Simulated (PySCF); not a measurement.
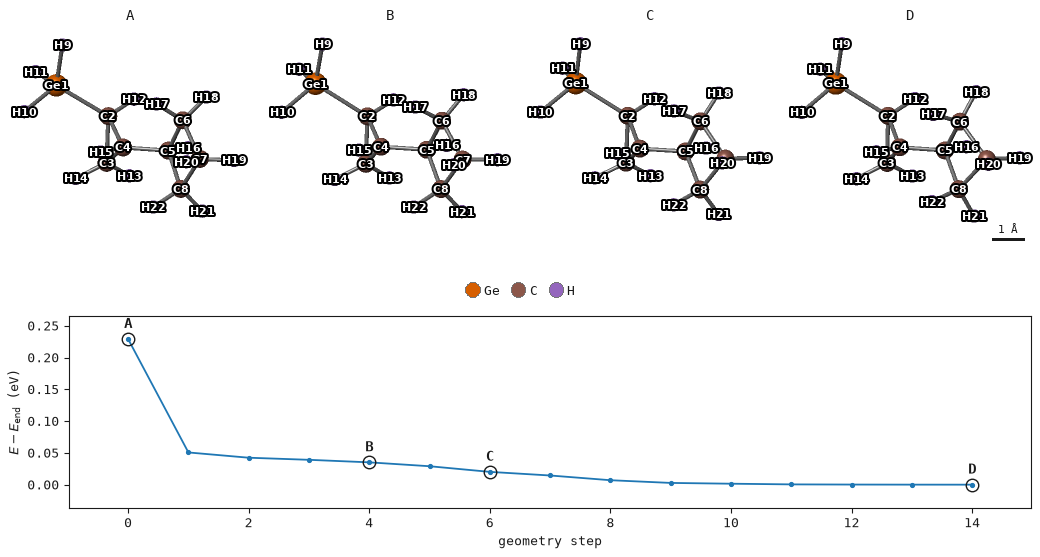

Frames of a relaxation of C7H14Ge, marked on the history of the run. Style: ball-and-stick. Shown from a free direction.

The start comes from GFN2-xTB. Its atoms were then displaced at random by about 0.01 Å.

All numbers below come from PBE0-D3(BJ)/def2-SVP geometry optimisation, gas phase (PySCF 2.14.0, density-fitted response routines). 

What happens along the run?

Answer. The atom that moves furthest after the best rigid fit is H20 (0.70 Å). Largest moves by element: H 0.70 Å, C 0.26 Å, Ge 0.14 Å. Some distances before and after: Ge1–H10 1.501 → 1.543 Å, C5–H16 1.067 → 1.104 Å, C3–C4 1.532 → 1.496 Å, C4–C5 1.471 → 1.499 Å. Among the angles between lasting bonds that change: C6–C7–H20 113.5° → 118.0°, C4–C5–C6 114.8° → 119.2°, C5–C8–H21 113.8° → 118.1°. After 14 geometry steps the energy has fallen by 0.229 eV. From step 0 to 4: H20 moves most (0.25 Å), energy −0.194 eV. From step 4 to 6: H20 moves most (0.28 Å), energy −0.015 eV. From step 6 to 14: H20 moves most (0.20 Å), energy −0.020 eV.
